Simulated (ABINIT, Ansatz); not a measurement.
# Converging GW for Sr2MgH6 (P-3m1) in ABINIT, part 2 of 2

What does each rung of G0W0 on Sr2MgH6 (P-3m1) cost, and what does it buy?

ABINIT 10.8.3; PBEsol and many-body steps on it, plane waves. Known limits of the many-body steps: not at the basis limit; no spin-orbit coupling; coarse k mesh.

So far. Step 3 (Screening, 3×3×2 mesh, 40 bands, screening to 62.6 eV): Local fields lower ε∞ by 10 %. On a Γ-centred mesh this coarse the value itself is usually too large, while a short band sum pulls it down. Step 4 (40 bands, 62.6 eV): The gap on the mesh goes from 2.53 eV to 4.21 eV, a correction of +1.68 eV.

**6. 90 bands, 114.3 eV**

This step: G0W0 on PBEsol, plane waves, norm-conserving pseudopotentials.

File run.abi:

```
acell 3*1.0 Angstrom
rprim 
  5.475438295790 0.000000000002 0.000000000000
  -2.737719147897 4.741868661007 0.000000000000
  0.000000000000 0.000000000000 4.188467730000
ntypat 3
znucl 38 12 1
natom 9
typat 1 1 2 3 3 3 3 3 3
xred 
  0.666666666667 0.333333333333 0.263532570000
  0.333333333333 0.666666666667 0.736467430000
  0.000000000000 0.000000000000 0.000000000000
  0.823459443333 0.646918886667 0.765248350000
  0.823459443333 0.176540556667 0.765248350000
  0.353081113333 0.176540556667 0.765248350000
  0.176540556667 0.353081113333 0.234751650000
  0.176540556667 0.823459443333 0.234751650000
  0.646918886667 0.823459443333 0.234751650000
pp_dirpath "pseudos"
pseudos "Sr.upf, Mg.upf, H.upf"
ecut 38
ngkpt 3 3 2
nshiftk 1
shiftk 0 0 0
kptopt 1
chksymbreak 0
istwfk *1
occopt 1
irdwfk 1
optdriver 4
nband 90
gwcalctyp 0
ecutsigx 38
symsigma 1
nkptgw 2
kptgw 
  0.3333333333 0.3333333333 0.0000000000
  0.0000000000 0.0000000000 0.0000000000
bdgw 
  16 20
  17 21
ecuteps 4.2
irdscr 1
ppmodel 1
indata_prefix "in"
outdata_prefix "out"
tmpdata_prefix "tmp"
```

Run with:

```sh
OMP_NUM_THREADS=1 mpirun -n 4 abinit run.abi > log
```

Numbers of over 12 decimals in the logs are rounded to 6 here.

What it wrote:

```text
.Version 10.8.3 of ABINIT. v10.8.2 released Aug 2026.

 Symmetries : space group P-3 m 1 (#164); Bravais hP (primitive hexag.)
[... echo of the input left out ...]
== DATASET  1 ==================================================================
-   mpi_nproc: 4, omp_nthreads: 1 (-1 if OMP is not activated)

--- !DatasetInfo
iteration_state: {dtset: 1, }
dimensions: {natom: 9, nkpt: 6, mband: 90, nsppol: 1, nspinor: 1, nspden: 1, mpw: 8238, }
cutoff_energies: {ecut:  38.0, pawecutdg:  -1.0, }
electrons: {nelect:   3.60000000E+01, charge:   0.00000000E+00, occopt:   1.00000000E+00, tsmear:   1.00000000E-02, }

 SIGMA: Calculation of the GW corrections

 Based on a program developped by R.W. Godby, V. Olevano, G. Onida, and L. Reining.
 Incorporated in ABINIT by V. Olevano, G.-M. Rignanese, and M. Torrent.
.Using double precision arithmetic ; gwpc =  8

[... cell and pseudopotentials left out ...]
--------------------------------------------------------------------------------

 ==== K-mesh for the wavefunctions ====
 Number of points in the irreducible wedge :     6
[... list of points left out ...]
 Together with 12 symmetry operations and time-reversal symmetry
 yields    18 points in the full Brillouin Zone.

 ==== Q-mesh for screening function ====
 Number of points in the irreducible wedge :     6
[... list of points left out ...]
 Together with 12 symmetry operations and time-reversal symmetry
 yields    18 points in the full Brillouin Zone.

 vcoul_init : cutoff-mode = AUXILIARY_FUNCTION
 q-points for optical limit:   1
     1)      0.000010    0.000020    0.000030
 setmesh: FFT mesh size selected  =    50x   50x   45
          total number of points  =       112500

 Number of electrons calculated from density =   36.0000; Expected =   36.0000
[...]
number of omega for Sigma on real axis              0
 max omega for Sigma on real axis  [eV]           0.00
 zcut for avoiding poles [eV]                     0.10

 EPSILON^-1 parameters (SCR file):
 dimension of the eps^-1 matrix on file            283
 dimension of the eps^-1 matrix used               283
 number of plane-waves for wavefunctions          8175
 number of bands                                    90
 number of q-points in IBZ                           6
 number of frequencies                               2
 number of real frequencies                          1
 number of imag frequencies                          1

 matrix elements of self-energy operator (all in [eV])

 Perturbative Calculation

--- !SelfEnergy_ee
iteration_state: {dtset: 1, }
kpoint     : [   0.333,    0.333,    0.000, ]
spin       : 1
KS_gap     :    3.206
QP_gap     :    5.109
Delta_QP_KS:    1.904
data: !SigmaeeData |
     Band     E0 <VxcDFT>   SigX SigC(E0)      Z dSigC/dE  Sig(E)    E-E0       E
       16   2.964 -10.869 -13.864   2.119   0.786  -0.272 -11.558  -0.689   2.275
       17   2.964 -10.869 -13.864   2.119   0.786  -0.272 -11.558  -0.689   2.275
       18   4.043 -11.281 -14.242   2.058   0.788  -0.270 -11.992  -0.711   3.332
[...]
--- !SelfEnergy_ee
iteration_state: {dtset: 1, }
kpoint     : [   0.000,    0.000,    0.000, ]
spin       : 1
KS_gap     :    2.945
QP_gap     :    4.562
Delta_QP_KS:    1.617
data: !SigmaeeData |
     Band     E0 <VxcDFT>   SigX SigC(E0)      Z dSigC/dE  Sig(E)    E-E0       E
[...]
20   8.503 -10.516  -4.880  -3.888   0.813  -0.230  -9.094   1.422   9.925
       21   8.503 -10.516  -4.880  -3.888   0.813  -0.230  -9.094   1.422   9.925

== END DATASET(S) ==============================================================
================================================================================

 -outvars: echo values of variables after computation  --------
           etotal      0.0000000000E+00
            nband          90
             nkpt           6
          spgroup         164
 [... the other variables as echoed above ...]

 Calculation completed.
```

Run time: 10 s. Hardware: 4 MPI ranks of Arm Neoverse V1, shared host; peak memory 0.88 GiB.

Numbers from this step:

```yaml
g0w0_gap_on_the_points_computed: 4.169 eV
starting_gap_on_the_mesh: 2.528 eV
k_of_the_valence_top: 0.3333, 0.3333, 0
k_of_the_conduction_bottom: 0, 0, 0
z_at_the_valence_top: 0.788
z_at_the_conduction_bottom: 0.825
least_direct_g0w0_gap_on_the_computed_points: 4.562 eV
```

Against G0W0 in ABINIT (3×3×2 mesh, 40 bands, screening to 62.6 eV, Godby-Needs plasmon pole), the gap moves by −0.038 eV.

**7. Screening, 3×3×2 mesh, 194 bands, screening to 176.9 eV**

This step: RPA screening on PBEsol, plane waves, norm-conserving pseudopotentials.

run.abi: that of step 6 with these lines changed.

```diff
@@ -30,17 +30,8 @@
 irdwfk 1
-optdriver 4
-nband 90
-gwcalctyp 0
-ecutsigx 38
-symsigma 1
-nkptgw 2
-kptgw 
-  0.3333333333 0.3333333333 0.0000000000
-  0.0000000000 0.0000000000 0.0000000000
-bdgw 
-  16 20
-  17 21
-ecuteps 4.2
-irdscr 1
-ppmodel 1
+optdriver 3
+nband 194
+ecuteps 6.5
+inclvkb 2
+awtr 1
+symchi 1
 indata_prefix "in"
```

What it wrote:

```text
.Version 10.8.3 of ABINIT. v10.8.2 released Aug 2026.

 Symmetries : space group P-3 m 1 (#164); Bravais hP (primitive hexag.)
[... echo of the input left out ...]
== DATASET  1 ==================================================================
-   mpi_nproc: 4, omp_nthreads: 1 (-1 if OMP is not activated)

--- !DatasetInfo
iteration_state: {dtset: 1, }
dimensions: {natom: 9, nkpt: 6, mband: 194, nsppol: 1, nspinor: 1, nspden: 1, mpw: 8238, }
cutoff_energies: {ecut:  38.0, pawecutdg:  -1.0, }
[...]
--------------------------------------------------------------------------------
[... chi0 elements left out ...]
 For q-point:  0.000010 0.000020 0.000030
  dielectric constant =   5.7478
  dielectric constant without local fields =   6.3780

  Average fulfillment of the sum rule on Im[epsilon] for q-point    1 :     75.26  [%]
[... wings left out ...]
  q-point number  2        q = ( 0.333333, 0.000000, 0.000000) [r.l.u.]
--------------------------------------------------------------------------------
[... chi0 elements left out ...]
  Average fulfillment of the sum rule on Im[epsilon] for q-point    2 :     79.92  [%]

 [... 4 further q-points ...]
```

Elapsed: 83 s, on 4 MPI ranks; peak memory 1.7 GiB; 5.5 min of CPU time.

Numbers from this step:

```
ε∞ with local fields, on this mesh, along the program's q direction : 5.748
the same without local fields                                       : 6.378
plasma frequency                                                    : 21.36 eV
plane waves in the screening matrix                                 : 591
```

**8. 194 bands, 176.9 eV**

This step: G0W0 on PBEsol, plane waves, norm-conserving pseudopotentials.

run.abi: that of step 7 with these lines changed.

```diff
@@ -30,8 +30,17 @@
 irdwfk 1
-optdriver 3
+optdriver 4
 nband 194
+gwcalctyp 0
+ecutsigx 38
+symsigma 1
+nkptgw 2
+kptgw 
+  0.3333333333 0.3333333333 0.0000000000
+  0.0000000000 0.0000000000 0.0000000000
+bdgw 
+  16 20
+  17 21
 ecuteps 6.5
-inclvkb 2
-awtr 1
-symchi 1
+irdscr 1
+ppmodel 1
 indata_prefix "in"
```

What it wrote:

```text
.Version 10.8.3 of ABINIT. v10.8.2 released Aug 2026.

 Symmetries : space group P-3 m 1 (#164); Bravais hP (primitive hexag.)
[... echo of the input left out ...]
== DATASET  1 ==================================================================
-   mpi_nproc: 4, omp_nthreads: 1 (-1 if OMP is not activated)

--- !DatasetInfo
iteration_state: {dtset: 1, }
dimensions: {natom: 9, nkpt: 6, mband: 194, nsppol: 1, nspinor: 1, nspden: 1, mpw: 8238, }
cutoff_energies: {ecut:  38.0, pawecutdg:  -1.0, }
[...]
Band     E0 <VxcDFT>   SigX SigC(E0)      Z dSigC/dE  Sig(E)    E-E0       E
[...]
20   8.503 -10.516  -4.880  -4.277   0.809  -0.236  -9.416   1.100   9.603
       21   8.503 -10.516  -4.880  -4.277   0.809  -0.236  -9.416   1.100   9.603

== END DATASET(S) ==============================================================
================================================================================

 -outvars: echo values of variables after computation  --------
           etotal      0.0000000000E+00
            nband         194
             nkpt           6
          spgroup         164
 [... the other variables as echoed above ...]

 Calculation completed.
```

It took 59 s on 4 MPI ranks; peak memory 1.8 GiB.

This step gave:

| Property | Result |
| --- | --- |
| G0W0 gap on the points computed | 4.243 eV |
| starting gap on the mesh | 2.528 eV |
| k of the valence top | 0.3333, 0.3333, 0 |
| k of the conduction bottom | 0, 0, 0 |
| least direct G0W0 gap on the computed points | 4.628 eV |

Against G0W0 in ABINIT (3×3×2 mesh, 90 bands, screening to 114.3 eV, Godby-Needs plasmon pole), the gap moves by +0.074 eV.

**9. The runs together**

Times are wall times on 4 MPI ranks of Arm Neoverse V1, shared host, good to a factor of about two. A run's time includes the screening step that it read.

```csv
run,mesh,bands,screening cutoff (eV),DFT gap (eV),gap on the mesh (eV),direct (eV),ε∞ used,time
"40 bands, 62.6 eV",3×3×2,40,62.6,2.528,4.207,4.623,5.69,14 s
"90 bands, 114.3 eV",3×3×2,90,114.3,2.528,4.169,4.562,5.73,37 s
"194 bands, 176.9 eV",3×3×2,194,176.9,2.528,4.243,4.628,5.75,2.4 min
```

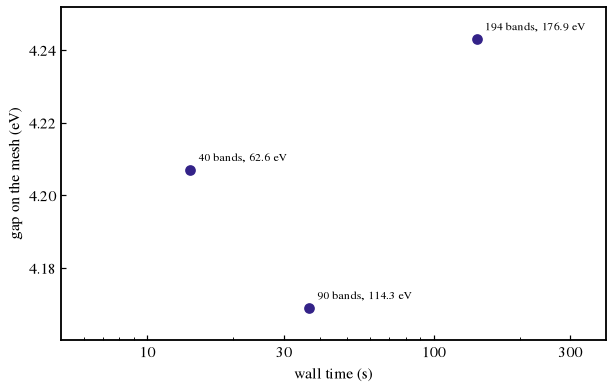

Result against wall time.

**10. What came out**

| Quantity | Value |
| --- | --- |
| 40 bands, 62.6 eV | 4.207 eV |
| 90 bands, 114.3 eV | 4.169 eV |
| 194 bands, 176.9 eV | 4.243 eV |
| known limits | not at the basis limit; no spin-orbit coupling; coarse k mesh |

In words: From the first rung to the last the gap moves by +0.04 eV for 10 times the time. The gap turns back along the series, so no limit is drawn from it. In the G0W0 runs levels were corrected at 2 k points alone, so a gap called «on the mesh» is the least over those, and an edge elsewhere would be missed. The 3×3×2 mesh is coarse for this cell, which bears on the long-range parts of exchange and screening. The many-body steps are scalar-relativistic: spin-orbit coupling is not in them.

[Paths, hosts, dates, memory and timing lines, banners, echoed tables and standing remarks are left out of the program output.]

[Logs are printed without paths, hosts, clocks, repeated set-up lines and the standing remarks that a program may print on its own settings, such as how far it seeks lower states.]

[Runs of the session that timed out or met a known fault of the program may be left out.]

[Hosts, paths, dates, database ids (printed as entryN), source tags and the programs' standing remarks are cut or masked in the printed files.]

[G0W0 gaps are taken among the corrected bands and points alone; a level outside them can change the order at an edge.]

[Where Ansatz stands beside ABINIT at settings called matched, ABINIT's density can come from a denser mesh and the files from another edition; pairs whose starting gaps differed by over 0.03 eV were left out, so agreement reads better than it is.]
